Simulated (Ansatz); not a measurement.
**AlH3ClF: nudged elastic band**

System: AlH3ClF.
Method: RKS B3LYP/def2-SVP (Ansatz 0.2.0).

It belongs to a series of runs on one base structure; here: band between the two ends. Figures and captions count atoms from 1; the log counts them from 0 in places.

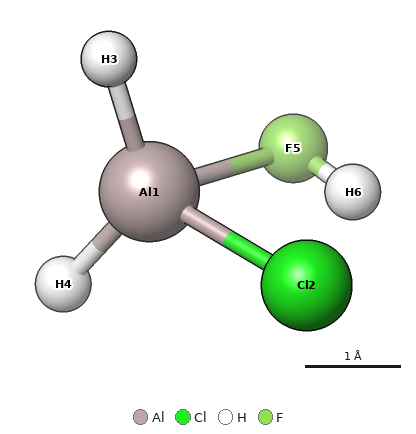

The starting structure (ball-and-stick view, seen at a tilt; atoms are numbered from 1 in the order of the input). Sticks mark near contacts. Bond lengths as drawn: Al–Cl 2.21 Å, Al–F 2.03 Å, Al–H 1.57 Å and F–H 0.97 Å.

### The input
```yaml
crystal:
  periodic: [false, false, false]
  atoms:
    - { symbol: Al, position_ang: [0.008591, -0.064468, 0.077262] }
    - { symbol: Cl, position_ang: [0.00526, 0.260315, 2.261434] }
    - { symbol: H, position_ang: [1.407062, 0.149419, -0.612737] }
    - { symbol: H, position_ang: [-1.40229, 0.071312, -0.606524] }
    - { symbol: F, position_ang: [0.058098, -2.00073, 0.682855] }
    - { symbol: H, position_ang: [0.06858, -1.712048, 1.608508] }
basis:
  gaussian: { orbitals: def2-SVP }
hamiltonian:
  xc: b3lyp
neb:
  order_check: false
  images: 7
  f_tol: 0.03
  max_iterations: 60
  final_atoms:
    - { symbol: Al, position_ang: [0.0167647, -0.37565377, -0.22870802] }
    - { symbol: Cl, position_ang: [0.01686935, -0.03227419, 2.45836312] }
    - { symbol: H, position_ang: [1.40706139, 0.23759374, -0.64524393] }
    - { symbol: H, position_ang: [-1.40861396, 0.16069715, -0.63252215] }
    - { symbol: F, position_ang: [0.06326277, -1.98678287, 0.33204332] }
    - { symbol: H, position_ang: [0.04995675, -1.29978007, 2.12686566] }
  initial_path:
    images:
      - { positions_ang: [[0.008591, -0.064468, 0.077262], [0.00526, 0.260315, 2.261434], [1.407062, 0.149419, -0.612737], [-1.40229, 0.071312, -0.606524], [0.058098, -2.00073, 0.682855], [0.06858, -1.712048, 1.608508]] }
      - { positions_ang: [[0.00568108, -0.04590523, 0.06038652], [0.00366937, 0.18634703, 2.34341573], [1.3921333, 0.11955208, -0.65230897], [-1.39037282, 0.05774144, -0.64719639], [0.06597905, -1.97233089, 0.66312785], [0.06821101, -1.64160443, 1.64337326]] }
      - { positions_ang: [[0.00277117, -0.02734245, 0.04351105], [0.00207873, 0.11237906, 2.42539747], [1.37720461, 0.08968516, -0.69188095], [-1.37845564, 0.04417088, -0.68786878], [0.0738601, -1.94393178, 0.64340069], [0.06784203, -1.57116086, 1.67823853]] }
      - { positions_ang: [[-0.00013875, -0.00877968, 0.02663557], [0.0004881, 0.03841108, 2.5073792], [1.36227591, 0.05981823, -0.73145292], [-1.36653846, 0.03060032, -0.72854118], [0.08174116, -1.91553267, 0.62367354], [0.06747304, -1.50071729, 1.71310379]] }
      - { positions_ang: [[-0.00304867, 0.0097831, 0.00976009], [-0.00110254, -0.03555689, 2.58936093], [1.34734722, 0.02995131, -0.7710249], [-1.35462128, 0.01702976, -0.76921357], [0.08962221, -1.88713356, 0.60394639], [0.06710406, -1.43027372, 1.74796906]] }
      - { positions_ang: [[0.00190468, -0.08657612, -0.04985694], [0.00339043, -0.03473621, 2.55661148], [1.36227576, 0.08186192, -0.73957966], [-1.36811945, 0.05294661, -0.73504071], [0.08303235, -1.91204589, 0.53597062], [0.06281723, -1.39765031, 1.84269321]] }
      - { positions_ang: [[0.00685802, -0.18293534, -0.10947397], [0.0078834, -0.03391554, 2.52386203], [1.3772043, 0.13377253, -0.70813442], [-1.38161762, 0.08886345, -0.70086786], [0.07644249, -1.93695821, 0.46799485], [0.0585304, -1.36502689, 1.93741736]] }
      - { positions_ang: [[0.01181136, -0.27929455, -0.16909099], [0.01237638, -0.03309487, 2.49111257], [1.39213285, 0.18568314, -0.67668917], [-1.39511579, 0.1247803, -0.66669501], [0.06985263, -1.96187054, 0.40001909], [0.05424358, -1.33240348, 2.03214151]] }
      - { positions_ang: [[0.0167647, -0.37565377, -0.22870802], [0.01686935, -0.03227419, 2.45836312], [1.40706139, 0.23759374, -0.64524393], [-1.40861396, 0.16069715, -0.63252215], [0.06326277, -1.98678287, 0.33204332], [0.04995675, -1.29978007, 2.12686566]] }
```

Run on 1 thread of Arm Neoverse N1, 24 GiB of memory available, shared host.

Command:
```bash
ansatz run input.yaml --threads 1 --pin off --max-ram 2048MiB --backend cpu --events-out ev --progress --plain --runs-dir out
```

### The program's output
```
Engine: ansatz 0.2.0, aarch64-unknown-linux-gnu
Functional definition: B3LYP
  parameter a0 = 0.2
  parameter ax = 0.72
  parameter ac = 0.81
  exchange = (1 - a0 - ax)*slater_x + ax*b88_x + a0*exact_x
  correlation = (1 - ac)*vwn_rpa_c + ac*lyp_c
650 factors; integrals over basis functions are off by at most 3.4e-4 eV
mean field evaluation 1: about -21878.8764 eV, gradient 2.6e1 eV
mean field evaluation 2: about -21878.6329 eV, gradient 3.2e1 eV
mean field evaluation 4: about -21880.1501 eV, gradient 9.3e-1 eV
mean field evaluation 8: about -21880.1578 eV, gradient 6.6e-3 eV
mean field -21880.15781950 eV, -804.0809689629 hartree, gradient 2.9e-5 eV, S^2 0.000000; 0 other end points of the search recorded, 0 dependent functions left out
the calculation of the forces begins
reference -21880.15804690 eV, -804.0809773197 hartree; 21, 21 occupied and 44, 44 virtual orbitals, 650 factors
652 factors; integrals over basis functions are off by at most 1.1e-3 eV
mean field evaluation 16: about -21880.0621 eV, gradient 3.4e0 eV
mean field -21880.10218151 eV, -804.0789243045 hartree, gradient 3.6e-5 eV, S^2 0.000000; 0 other end points of the search recorded, 0 dependent functions left out
[... from here on the field's lines of each further geometry are left out, up to the last ...]
NEB iter   1: max|band force component| = 2.606e0 eV/Å  barrier→ = 0.7985 eV  barrier← = 0.7429 eV  Δτ_max = 0.2000 Å  (211 SCF iters)
NEB iter   2: max|band force component| = 1.072e0 eV/Å  barrier→ = 0.2314 eV  barrier← = 0.1758 eV  Δτ_max = 0.1737 Å  (192 SCF iters)
NEB iter   3: max|band force component| = 9.745e-1 eV/Å  barrier→ = 0.2562 eV  barrier← = 0.2006 eV  Δτ_max = 0.0859 Å  (190 SCF iters)
NEB iter   4: max|band force component| = 3.842e-1 eV/Å  barrier→ = 0.1805 eV  barrier← = 0.1249 eV  CI = image 3  Δτ_max = 0.0721 Å  (191 SCF iters)
NEB iter   5: max|band force component| = 1.766e-1 eV/Å  barrier→ = 0.1754 eV  barrier← = 0.1198 eV  CI = image 3  Δτ_max = 0.0393 Å  (192 SCF iters)
NEB iter   6: max|band force component| = 6.842e-2 eV/Å  barrier→ = 0.1760 eV  barrier← = 0.1203 eV  CI = image 3  Δτ_max = 0.0157 Å  (188 SCF iters)
the calculation of the forces begins
reference -21880.09753404 eV, -804.0787535133 hartree; 21, 21 occupied and 44, 44 virtual orbitals, 652 factors
651 factors; integrals over basis functions are off by at most 9.6e-4 eV
mean field -21879.98193127 eV, -804.0745051899 hartree, gradient 1.1e-5 eV, S^2 0.000000; 1 other end points of the search recorded, 0 dependent functions left out
the calculation of the forces begins
reference -21879.98215762 eV, -804.0745135079 hartree; 21, 21 occupied and 44, 44 virtual orbitals, 651 factors
NEB iter   7: max|band force component| = 2.688e-2 eV/Å  barrier→ = 0.1759 eV  barrier← = 0.1203 eV  CI = image 3  Δτ_max = 0.0000 Å  (313 SCF iters)
```

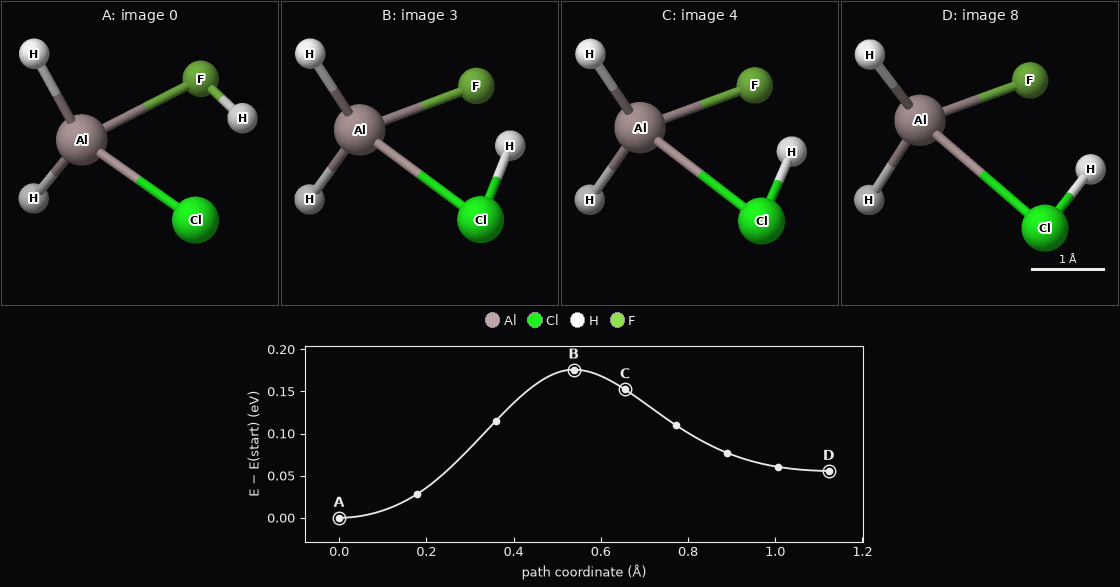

Images of the last band (counted from 0; ball-and-stick, seen at a tilt) above the energy along the path; the line is a cubic interpolation that uses the forces. The highest image is number 3, 0.176 eV above the start and 0.120 eV above the end (the climbing image); the end lies 0.056 eV above the start. The path is 1.12 Å long. The band converged in 7 iterations.

```
Total energy: -21879.98215762 eV, -804.0745135079 hartree
Atom 0 at     0.014314    -0.257184    -0.050986 Å, force    -0.001102    -0.005761     0.004061 eV/Å
Atom 1 at     0.016763     0.005282     2.344762 Å, force    -0.000830     0.000141    -0.001270 eV/Å
Atom 2 at     1.414281     0.173294    -0.620240 Å, force     0.004974    -0.001057    -0.000423 eV/Å
Atom 3 at    -1.411540     0.096460    -0.608721 Å, force    -0.004863     0.000484    -0.001212 eV/Å
Atom 4 at     0.061716    -1.951449     0.621342 Å, force     0.000063     0.008660    -0.003017 eV/Å
Atom 5 at     0.049767    -1.362603     1.724641 Å, force     0.001758    -0.002467     0.001862 eV/Å
Dipole moment:     0.000945    -0.022785     0.032276 e Å
this run last wrote the band of iteration 7 to [file]
```

### The last band as extended XYZ (Å, eV, eV/Å)
```
6
Properties=species:S:1:pos:R:3:forces:R:3 image=0 energy=-21880.15782
Al    0.0086   -0.0645    0.0773   -0.0106  -0.0116  -0.0094
Cl    0.0053    0.2603    2.2614    0.0092   0.0143   0.0161
H     1.4071    0.1494   -0.6127   -0.0014   0.0007   0.0013
H    -1.4023    0.0713   -0.6065   -0.0005   0.0070  -0.0027
F     0.0581   -2.0007    0.6829    0.0231  -0.0004   0.0114
H     0.0686   -1.7120    1.6085   -0.0198  -0.0099  -0.0166
6
Properties=species:S:1:pos:R:3:forces:R:3 image=1 energy=-21880.12946
Al    0.0108   -0.1193    0.0465   -0.0039   0.1340   0.0831
Cl    0.0108    0.1583    2.2857   -0.0049   0.1680  -0.0566
H     1.4098    0.1556   -0.6191   -0.0087  -0.0203   0.0058
H    -1.4060    0.0756   -0.6092    0.0088  -0.0177   0.0046
F     0.0640   -1.9824    0.6934    0.0024  -0.0470   0.0254
H     0.0558   -1.5839    1.6136    0.0062  -0.2171  -0.0623
6
Properties=species:S:1:pos:R:3:forces:R:3 image=2 energy=-21880.04311
Al    0.0127   -0.1893    0.0000   -0.0069   0.2217   0.1626
Cl    0.0139    0.0674    2.3165   -0.0062   0.2014  -0.0920
H     1.4130    0.1650   -0.6209   -0.0053  -0.0372  -0.0032
H    -1.4096    0.0863   -0.6106    0.0075  -0.0350  -0.0040
F     0.0628   -1.9595    0.6789    0.0019  -0.0328   0.1824
H     0.0524   -1.4663    1.6469    0.0090  -0.3181  -0.2457
6
Properties=species:S:1:pos:R:3:forces:R:3 image=3 energy=-21879.98193
Al    0.0143   -0.2572   -0.0510   -0.0011  -0.0058   0.0041
Cl    0.0168    0.0053    2.3448   -0.0008   0.0001  -0.0013
H     1.4143    0.1733   -0.6202    0.0050  -0.0011  -0.0004
H    -1.4115    0.0965   -0.6087   -0.0049   0.0005  -0.0012
F     0.0617   -1.9514    0.6213    0.0001   0.0087  -0.0030
H     0.0498   -1.3626    1.7246    0.0018  -0.0025   0.0019
6
Properties=species:S:1:pos:R:3:forces:R:3 image=4 energy=-21880.00535
Al    0.0153   -0.2966   -0.0864    0.0002  -0.1191  -0.1080
Cl    0.0181   -0.0147    2.3649    0.0009  -0.0544   0.0644
H     1.4151    0.1796   -0.6194    0.0055   0.0226   0.0028
H    -1.4122    0.1044   -0.6078   -0.0058   0.0244   0.0024
F     0.0605   -1.9549    0.5669    0.0007  -0.0035  -0.1603
H     0.0485   -1.3139    1.7926   -0.0015   0.1300   0.1988
6
Properties=species:S:1:pos:R:3:forces:R:3 image=5 energy=-21880.04788
Al    0.0158   -0.3291   -0.1264    0.0009  -0.1034  -0.1186
Cl    0.0183   -0.0271    2.3930    0.0004  -0.0255   0.0761
H     1.4150    0.1929   -0.6178    0.0056   0.0282  -0.0053
H    -1.4131    0.1168   -0.6073   -0.0072   0.0301  -0.0054
F     0.0607   -1.9619    0.5044    0.0017  -0.0238  -0.1685
H     0.0487   -1.2878    1.8649   -0.0014   0.0944   0.2216
6
Properties=species:S:1:pos:R:3:forces:R:3 image=6 energy=-21880.08058
Al    0.0177   -0.3531   -0.1662   -0.0014  -0.0323  -0.0820
Cl    0.0141   -0.0337    2.4242    0.0020  -0.0226   0.0378
H     1.4164    0.2092   -0.6180   -0.0041   0.0133  -0.0073
H    -1.4100    0.1344   -0.6139    0.0028   0.0161  -0.0081
F     0.0600   -1.9714    0.4415    0.0039  -0.0221  -0.0961
H     0.0471   -1.2816    1.9431   -0.0031   0.0475   0.1557
6
Properties=species:S:1:pos:R:3:forces:R:3 image=7 energy=-21880.09730
Al    0.0168   -0.3686   -0.2013    0.0030   0.0022  -0.0352
Cl    0.0177   -0.0339    2.4478   -0.0013  -0.0013   0.0144
H     1.4108    0.2245   -0.6332   -0.0102   0.0014  -0.0034
H    -1.4111    0.1482   -0.6197    0.0085   0.0011  -0.0045
F     0.0638   -1.9798    0.3856   -0.0029  -0.0080  -0.0389
H     0.0472   -1.2866    2.0316    0.0028   0.0045   0.0676
6
Properties=species:S:1:pos:R:3:forces:R:3 image=8 energy=-21880.10218
Al    0.0168   -0.3757   -0.2287   -0.0003  -0.0099  -0.0015
Cl    0.0169   -0.0323    2.4584    0.0003   0.0035  -0.0001
H     1.4071    0.2376   -0.6452   -0.0010   0.0013   0.0021
H    -1.4086    0.1607   -0.6325    0.0010   0.0013   0.0009
F     0.0633   -1.9868    0.3320   -0.0003   0.0062  -0.0046
H     0.0500   -1.2998    2.1269    0.0004  -0.0024   0.0033
```

### Key numbers

```json
{"quantity": "outcome", "value": "converged"}
{"quantity": "barrier, forward", "value": "0.176 eV"}
{"quantity": "barrier, backward", "value": "0.120 eV"}
{"quantity": "wall time", "value": "2.8 min"}
{"quantity": "peak memory", "value": "0.12 GiB"}
```

### Notes

The order of the saddle point was not checked.
